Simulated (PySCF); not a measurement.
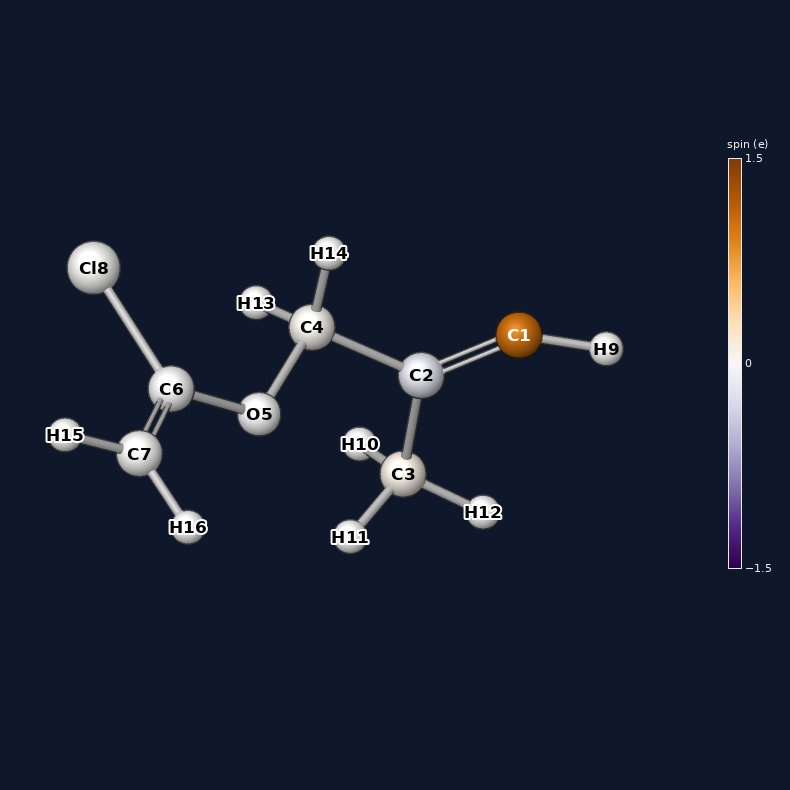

Atoms are coloured by their Mulliken spin populations. The species is neutral and a spin doublet. The geometry was computed by an optimisation with GFN2-xTB. No frequency run is at hand to confirm it as a minimum. Method: UKS B3LYP, pcH-1 on C Cl H O, non-relativistic (PySCF 2.14.0).

Which atom carries the largest spin population?

C1 (1.05 e).

Which atom has the lowest spin population?

C2 (−0.17 e); a negative value comes from spin polarisation.

List the Mulliken spin populations.

```json
{"atom": "C1", "value (e)": "1.05"}
{"atom": "C2", "value (e)": "−0.17"}
{"atom": "C3", "value (e)": "0.07"}
{"atom": "C4", "value (e)": "0.04"}
{"atom": "O5", "value (e)": "0.00"}
{"atom": "C6", "value (e)": "0.00"}
{"atom": "C7", "value (e)": "0.00"}
{"atom": "Cl8", "value (e)": "0.00"}
{"atom": "H9", "value (e)": "0.01"}
{"atom": "H10", "value (e)": "0.00"}
{"atom": "H11", "value (e)": "0.00"}
{"atom": "H12", "value (e)": "0.00"}
{"atom": "H13", "value (e)": "0.00"}
{"atom": "H14", "value (e)": "0.00"}
{"atom": "H15", "value (e)": "0.00"}
{"atom": "H16", "value (e)": "0.00"}
```

Mulliken values depend strongly on the basis set.
